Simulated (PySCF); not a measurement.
Ge(H)3(Et), SMILES C[CH2][GeH3] at its PBE0/def2-SVP optimised geometry (Å):

```
11

Ge    -0.4861     0.7660     0.0000
C     -1.1638    -0.1964     1.5702
C     -0.7167    -1.6513     1.6426
H     -0.9805     2.2265     0.0000
H      1.0571     0.7660     0.0000
H     -0.9695     0.0801    -1.2952
H     -2.2638    -0.1245     1.5508
H     -0.8357     0.3598     2.4638
H      0.3808    -1.7392     1.6827
H     -1.0571    -2.2265     0.7667
H     -1.1168    -2.1538     2.5381
```

Method: PBE0/def2-TZVP (PySCF).

Map of the electrostatic potential (hartree/e), clipped to [-0.08, 0.12] on the plane z = 1.0 Å:

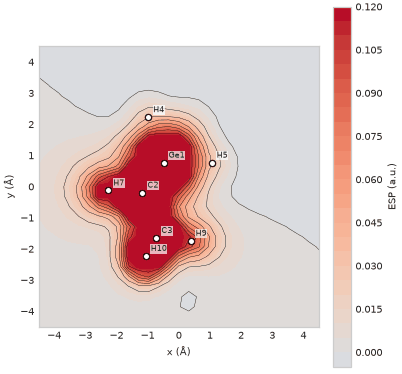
Electrostatic potential (hartree/e), clipped to [-0.08, 0.12] on the plane z = 1.0 Å.
